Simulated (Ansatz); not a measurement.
# One shape, several levels: triplet CH6SeSn

We compute a comparison of 6 runs (U-r2SCAN/def2-SVP, U-revPBE/def2-SVP, UPBE0/def2-SVP, USVWN5/def2-SVP, UCCSD/def2-SVP, UCCSD(T)/def2-SVP) of triplet CH6SeSn. 

The results are computed with Ansatz 0.2.0.

26 further runs of the same task are left out: 26 set aside as unsound or not needed.

### Step 1. The system as given

CH6SeSn has 9 atoms, charge 0, and is taken as a triplet. As SMILES of the parent species, `[CH3][SnH2][SeH]`. The shape is that of a PBE0-D4/def2-TZVP optimisation. This is one conformer, not always the lowest. That shape belongs to the parent species and isn't relaxed for this state.

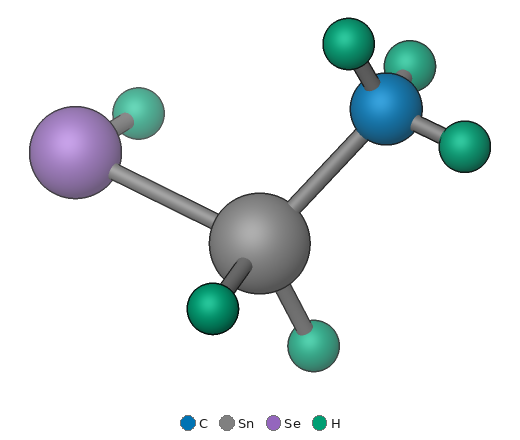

Viewed from a chosen angle; carbon blue, tin grey, selenium purple, hydrogen teal.

### Step 2. A single-point energy at U-r2SCAN/def2-SVP (core potential) (run 1)

in.yaml reads:

```yaml
crystal:
  periodic: [false, false, false]
  atoms:
    - symbol: C
      position_ang: [-0.174500, 1.157500, -0.743700]
    - symbol: Sn
      position_ang: [0.300500, -0.850100, -0.190700]
    - symbol: Se
      position_ang: [0.644400, -0.976600, 2.322400]
    - symbol: H
      position_ang: [0.629100, 1.819800, -0.423700]
    - symbol: H
      position_ang: [-1.102000, 1.460200, -0.258200]
    - symbol: H
      position_ang: [-0.295900, 1.229200, -1.825300]
    - symbol: H
      position_ang: [-0.953000, -1.923600, -0.638000]
    - symbol: H
      position_ang: [1.791400, -1.359500, -0.847800]
    - symbol: H
      position_ang: [-0.751400, -0.603200, 2.587900]
basis:
  gaussian: {orbitals: def2-SVP}
output: {orbitals: {seedname: orbitals}}
magnetization: {spin_polarized: true, initial_magnetization: 2}
hamiltonian: {xc: {name: r2SCAN}}
accuracy: high
```

The run is started by

```
$ ansatz run in.yaml --threads 1 --pin off --max-ram 2610MiB --events-out events.jsonl --progress --plain --runs-dir runs
```

The log of the run:

```text
Warning: RAYON_NUM_THREADS=1 ignored (pool sized by the plan → 1); use --threads N
Functional definition: r2SCAN
  name "r2SCAN"
  parameter k0 = 0.174
  parameter k1 = 0.065
  parameter a1 = 4.9479
  exchange = r2scan_x(k0 = k0, k1 = k1, a1 = a1)
  correlation = r2scan_c
2314 factors; integrals over basis functions are off by at most 1.4e-8 eV
mean field evaluation 1: about -72295.5329 eV, gradient 3.8e1 eV
mean field evaluation 2: about -72264.1854 eV, gradient 6.8e1 eV
mean field evaluation 4: about -72303.2485 eV, gradient 9.2e0 eV
mean field evaluation 8: about -72303.9167 eV, gradient 2.3e-1 eV
mean field evaluation 16: about -72303.9127 eV, gradient 2.3e-3 eV
mean field evaluation 32: about -72303.9127 eV, gradient 6.2e-8 eV
mean field evaluation 64: about -72303.8872 eV, gradient 6.0e-1 eV
mean field -72303.91267656 eV, -2657.1197815113 hartree, gradient 6.1e-8 eV, S^2 2.006503; 8 other end points of the search recorded, 0 dependent functions left out
reference -72303.91267945 eV, -2657.1197816175 hartree; 35, 33 occupied and 67, 69 virtual orbitals, 2314 factors
Total energy: -72303.91267945 eV, -2657.1197816175 hartree
```

Run time: 68 s. Hardware: 1 thread of Arm Neoverse V1, shared host; peak memory 0.54 GiB.

### Step 3. A single-point energy at U-revPBE/def2-SVP (core potential) (run 2)

run.yaml reads:

```yaml
crystal:
  periodic: [false, false, false]
  atoms:
    - {symbol: C, position_ang: [-0.174500, 1.157500, -0.743700]}
    - {symbol: Sn, position_ang: [0.300500, -0.850100, -0.190700]}
    - {symbol: Se, position_ang: [0.644400, -0.976600, 2.322400]}
    - {symbol: H, position_ang: [0.629100, 1.819800, -0.423700]}
    - {symbol: H, position_ang: [-1.102000, 1.460200, -0.258200]}
    - {symbol: H, position_ang: [-0.295900, 1.229200, -1.825300]}
    - {symbol: H, position_ang: [-0.953000, -1.923600, -0.638000]}
    - {symbol: H, position_ang: [1.791400, -1.359500, -0.847800]}
    - {symbol: H, position_ang: [-0.751400, -0.603200, 2.587900]}
basis:
  gaussian: {orbitals: def2-SVP}
magnetization: {spin_polarized: true, initial_magnetization: 2}
hamiltonian: {xc: {name: revPBE}}
accuracy: high
output: {orbitals: {seedname: orbitals}}
```

The run is started by

```
$ ansatz run run.yaml --threads 1 --pin off --max-ram 2610MiB --events-out events.jsonl --progress --plain --runs-dir runs
```

The log of the run:

```text
Warning: RAYON_NUM_THREADS=1 ignored (pool sized by the plan → 1); use --threads N
Functional definition: revPBE
  name "revPBE"
  parameter kappa = 1.245
  parameter beta = 0.06672455060314922
  exchange = pbe_x(kappa = kappa, mu = beta*pi^2/3)
  correlation = pbe_c(beta = beta)
2314 factors; integrals over basis functions are off by at most 1.4e-8 eV
mean field evaluation 1: about -72288.0684 eV, gradient 4.2e1 eV
mean field evaluation 2: about -72245.7923 eV, gradient 7.9e1 eV
mean field evaluation 4: about -72292.1459 eV, gradient 2.4e1 eV
mean field evaluation 8: about -72298.2084 eV, gradient 4.0e-1 eV
mean field evaluation 16: about -72298.2034 eV, gradient 2.5e-3 eV
mean field evaluation 32: about -72296.9010 eV, gradient 9.1e0 eV
mean field evaluation 64: about -72298.1444 eV, gradient 5.6e-1 eV
mean field -72298.20342910 eV, -2656.9099705371 hartree, gradient 3.3e-8 eV, S^2 2.002984; 8 other end points of the search recorded, 0 dependent functions left out
reference -72298.20343398 eV, -2656.9099707164 hartree; 35, 33 occupied and 67, 69 virtual orbitals, 2314 factors
Total energy: -72298.20343398 eV, -2656.9099707164 hartree
```

Run time: 27 s. Hardware: 1 thread of Arm Neoverse V1, shared host; peak memory 0.36 GiB.

### Step 4. A single-point energy at UPBE0/def2-SVP (core potential) (run 3)

in.yaml reads:

```yaml
crystal:
  periodic: [false, false, false]
  atoms:
    - {symbol: C, position_ang: [-0.174500, 1.157500, -0.743700]}
    - {symbol: Sn, position_ang: [0.300500, -0.850100, -0.190700]}
    - {symbol: Se, position_ang: [0.644400, -0.976600, 2.322400]}
    - {symbol: H, position_ang: [0.629100, 1.819800, -0.423700]}
    - {symbol: H, position_ang: [-1.102000, 1.460200, -0.258200]}
    - {symbol: H, position_ang: [-0.295900, 1.229200, -1.825300]}
    - {symbol: H, position_ang: [-0.953000, -1.923600, -0.638000]}
    - {symbol: H, position_ang: [1.791400, -1.359500, -0.847800]}
    - {symbol: H, position_ang: [-0.751400, -0.603200, 2.587900]}
basis:
  gaussian:
    orbitals: def2-SVP
magnetization:
  spin_polarized: true
  initial_magnetization: 2
hamiltonian:
  xc: pbe0
accuracy: high
output: {orbitals: {seedname: orbitals}}
```

The run is started by

```
$ ansatz run in.yaml --threads 1 --pin off --max-ram 2610MiB --events-out events.jsonl --progress --plain --runs-dir runs
```

The log of the run:

```text
Warning: RAYON_NUM_THREADS=1 ignored (pool sized by the plan → 1); use --threads N
Functional definition: PBE0
  name "PBE0"
  parameter a = 0.25
  parameter kappa = 0.804
[... 1 set-up line as earlier in the session ...]
  exchange = (1 - a)*pbe_x(kappa = kappa, mu = beta*pi^2/3) + a*exact_x
[... 1 set-up line as earlier in the session ...]
2314 factors; integrals over basis functions are off by at most 1.4e-8 eV
mean field evaluation 1: about -72286.7789 eV, gradient 3.4e1 eV
mean field evaluation 2: about -72263.9862 eV, gradient 5.9e1 eV
mean field evaluation 4: about -72293.3292 eV, gradient 4.2e0 eV
mean field evaluation 8: about -72293.5919 eV, gradient 6.1e-1 eV
mean field evaluation 16: about -72293.6044 eV, gradient 2.5e-2 eV
mean field evaluation 32: about -72293.6046 eV, gradient 1.6e-4 eV
mean field evaluation 64: about -72293.5046 eV, gradient 1.1e0 eV
mean field -72293.60464177 eV, -2656.7409682198 hartree, gradient 9.5e-8 eV, S^2 2.005206; 5 other end points of the search recorded, 0 dependent functions left out
reference -72293.60464470 eV, -2656.7409683275 hartree; 35, 33 occupied and 67, 69 virtual orbitals, 2314 factors
Total energy: -72293.60464470 eV, -2656.7409683275 hartree
```

It took 54 s on 1 thread of Arm Neoverse V1, shared host; peak memory 0.6 GiB.

Runs 4 to 5 aren't shown in full; the table further down has their settings and results.

### Step 5. A single-point energy at UCCSD(T)/def2-SVP (core potential) (run 6)

run.yaml reads:

```yaml
basis:
  gaussian:
    orbitals: def2-SVP
crystal:
  periodic: [false, false, false]
  atoms:
    - symbol: C
      position_ang: [-0.174500, 1.157500, -0.743700]
    - symbol: Sn
      position_ang: [0.300500, -0.850100, -0.190700]
    - symbol: Se
      position_ang: [0.644400, -0.976600, 2.322400]
    - symbol: H
      position_ang: [0.629100, 1.819800, -0.423700]
    - symbol: H
      position_ang: [-1.102000, 1.460200, -0.258200]
    - symbol: H
      position_ang: [-0.295900, 1.229200, -1.825300]
    - symbol: H
      position_ang: [-0.953000, -1.923600, -0.638000]
    - symbol: H
      position_ang: [1.791400, -1.359500, -0.847800]
    - symbol: H
      position_ang: [-0.751400, -0.603200, 2.587900]
magnetization:
  spin_polarized: true
  initial_magnetization: 2
scf:
  omitted_lower_state_checks: [cluster_reference, increment]
correlation:
  method: ccsd_t
  frozen_orbitals: {C: 1, H: 0, Se: 9, Sn: 4}
accuracy: high
```

The run is started by

```
$ ansatz run run.yaml --threads 1 --pin off --max-ram 2610MiB --events-out events.jsonl --progress --plain --runs-dir runs
```

The log of the run:

```text
Warning: RAYON_NUM_THREADS=1 ignored (pool sized by the plan → 1); use --threads N
[... 14 lines left out ...]
14 core orbitals not correlated: weight in the atoms' cores, before any rotation towards them, 1.000 or more for the frozen orbitals, at most 0.000 for the correlated occupied ones
[... 47 lines left out ...]
Total energy: -72235.51418895 eV, -2654.6061834538 hartree
Checks for a lower state left out: cluster_reference, increment
```

It took 7 min on 1 thread of Arm Neoverse V1, shared host; peak memory 1.6 GiB.

### Step 6. Overview of the runs

| run | level | frozen core orbitals | energy (Eh) | HOMO energy (eV) | ⟨S²⟩ | wall time |
| --- | --- | --- | --- | --- | --- | --- |
| 1 | U-r2SCAN/def2-SVP (core potential) | – | -2657.119782 | -1.45 | 2.007 | 68 s |
| 2 | U-revPBE/def2-SVP (core potential) | – | -2656.909971 | -1.23 | 2.003 | 27 s |
| 3 | UPBE0/def2-SVP (core potential) | – | -2656.740968 | -2.10 | 2.005 | 54 s |
| 4 | USVWN5/def2-SVP (core potential) | – | -2652.917569 | -1.46 | 2.001 | 14 s |
| 5 | UCCSD/def2-SVP (core potential) | 14 | -2654.591472 | – | 2.018 | 5.8 min |
| 6 | UCCSD(T)/def2-SVP (core potential) | 14 | -2654.606183 | – | 2.018 | 7 min |

### Step 7. Results

```
                                           quantity           value
                                run 6: total energy  -2654.60618 Eh
run 6: correlation energy (14 core orbitals frozen)      -551.6 mEh
                              run 6: (T) correction      -14.71 mEh
           run 6: ⟨S²⟩ of the reference determinant           2.018
                               run 6: T1 diagnostic           0.027
```

**Reading.** Totals of different functionals can't be ranked against each other. All runs together took 16 min, the longest 7 min.
